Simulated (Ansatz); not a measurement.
# [AlH3]− (SMILES [AlH3-]) at U-wB97X/3-21G

What is the energy change on altering one bond length of [AlH3]− at U-wB97X/3-21G? 

The calculation is run with Ansatz 0.2.0.

### 1 The system as given

[AlH3]−: 4 atoms, total charge -1, spin state doublet. SMILES: `[AlH3-]`. Geometry: a GFN2-xTB relaxation, a rough one for these elements and not checked as a minimum.

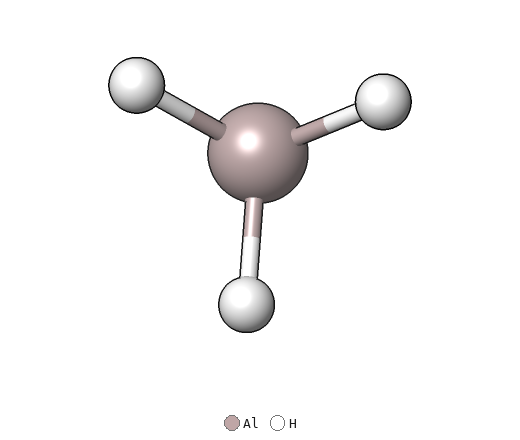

Viewed from a chosen angle; aluminium light grey, hydrogen white.

### 2 A single-point energy at U-wB97X/3-21G

Input file input.yaml:

```yaml
crystal:
  periodic: [false, false, false]
  atoms:
    - {symbol: Al, position_ang: [-0.161060, 0.455350, -0.307260]}
    - {symbol: H, position_ang: [0.471920, 0.754070, 1.224440]}
    - {symbol: H, position_ang: [-1.350110, -0.683860, 0.050500]}
    - {symbol: H, position_ang: [1.039250, -0.525560, -0.967690]}
basis:
  gaussian:
    orbitals: 3-21G.json
magnetization:
  spin_polarized: true
  initial_magnetization: 1
accuracy: high
hamiltonian:
  xc: {name: wB97X}
total_charge: -1
```

The basis set 3-21G is read from a file made from the Basis Set Exchange's data (not shown).

The run is started by

```sh
$ ansatz run input.yaml --threads 1 --pin off --max-ram 2610MiB --events-out events.jsonl --progress --plain --runs-dir runs
```

Log:

```text
Warning: RAYON_NUM_THREADS=1 ignored (pool sized by the plan → 1); use --threads N
Functional definition: wB97X
  name "wB97X"
  parameter omega = 0.3/bohr
  parameter cx = 0.157706
  parameter cx1 = 0.726479
  parameter cx2 = 1.04760
  parameter cx3 = -5.70635
  parameter cx4 = 13.2794
  parameter css1 = -4.33879
  parameter css2 = 18.2308
  parameter css3 = -31.7430
  parameter css4 = 17.2901
  parameter cos1 = 2.37031
  parameter cos2 = -11.3995
  parameter cos3 = 6.58405
  parameter cos4 = -3.78132
  exchange = spin_sum(e_x_unif_sr(omega)*poly(b97_u_x, 1 - cx, cx1, cx2, cx3, cx4)) + cx*exact_x_sr(omega)
      + exact_x_lr(omega)
  correlation = spin_sum(e_c_pw_same_spin*poly(b97_u_same, 1, css1, css2, css3, css4))
      + integral(e_c_pw_opposite_spin*poly(b97_u_opposite, 1, cos1, cos2, cos3, cos4))
371 factors; integrals over basis functions are off by at most 3.3e-9 eV
164 factors; integrals over basis functions are off by at most 2.5e-9 eV
mean field evaluation 1: about -6607.2519 eV, gradient 4.8e0 eV
mean field evaluation 2: about -6607.5749 eV, gradient 1.4e0 eV
mean field evaluation 4: about -6607.6125 eV, gradient 1.6e-1 eV
mean field evaluation 8: about -6607.6136 eV, gradient 8.8e-3 eV
mean field evaluation 16: about -6607.6136 eV, gradient 7.3e-7 eV
mean field -6607.61355979 eV, -242.8253195211 hartree, gradient 3.1e-8 eV, S^2 0.751187; 0 other end points of the search recorded, 0 dependent functions left out
reference -6607.61355779 eV, -242.8253194476 hartree; 9, 8 occupied and 10, 11 virtual orbitals, 371 factors
Total energy: -6607.61355779 eV, -242.8253194476 hartree
```

Wall time 5.7 s (1 thread of Arm Neoverse V2, shared host); peak memory 0.33 GiB.

### 3 The distorted shape at the same level

Input file molecule.yaml:

```yaml
crystal:
  periodic: [false, false, false]
  atoms:
    - {symbol: Al, position_ang: [-0.319322, 0.380662, -0.690227]}
    - {symbol: H, position_ang: [0.471920, 0.754070, 1.224440]}
    - {symbol: H, position_ang: [-1.508372, -0.758548, -0.332467]}
    - {symbol: H, position_ang: [0.880988, -0.600248, -1.350657]}
basis:
  gaussian: {orbitals: 3-21G.json}
total_charge: -1
magnetization: {spin_polarized: true, initial_magnetization: 1}
hamiltonian: {xc: {name: wB97X}}
accuracy: high
```

The basis set 3-21G is read from a file made from the Basis Set Exchange's data (not shown).

The run is started by

```sh
$ ansatz run molecule.yaml --threads 1 --pin off --max-ram 2610MiB --events-out events.jsonl --progress --plain --runs-dir runs
```

Log, cut to the lines that bear on the results:

```text
Warning: RAYON_NUM_THREADS=1 ignored (pool sized by the plan → 1); use --threads N
[... 2 set-up lines as earlier in the session ...]
[...]
      + exact_x_lr(omega)
[...]
      + integral(e_c_pw_opposite_spin*poly(b97_u_opposite, 1, cos1, cos2, cos3, cos4))
370 factors; integrals over basis functions are off by at most 3.3e-9 eV
167 factors; integrals over basis functions are off by at most 2.0e-9 eV
[...]
mean field -6607.08060991 eV, -242.8057339741 hartree, gradient 5.2e-8 eV, S^2 0.751235; 0 other end points of the search recorded, 0 dependent functions left out
reference -6607.08060778 eV, -242.8057338957 hartree; 9, 8 occupied and 10, 11 virtual orbitals, 370 factors
Total energy: -6607.08060778 eV, -242.8057338957 hartree
```

Wall time 6.6 s (1 thread of Arm Neoverse V2, shared host); peak memory 0.32 GiB.

### 4 What came out

Level: U-wB97X/3-21G.

```
                                                          quantity          value
                                         first shape: total energy  -242.82532 Eh
                                                 first shape: ⟨S²⟩          0.751
                                     distorted shape: total energy  -242.80573 Eh
                                             distorted shape: ⟨S²⟩          0.751
energy change with the Al1–H2 bond stretched from 1.684 to 2.105 Å       0.533 eV
```

**Reading.** With the Al1–H2 bond stretched from 1.684 to 2.105 Å the energy rises by 0.53 eV (12.3 kcal/mol). The first shape isn't relaxed at this level, so the change isn't measured from a minimum.
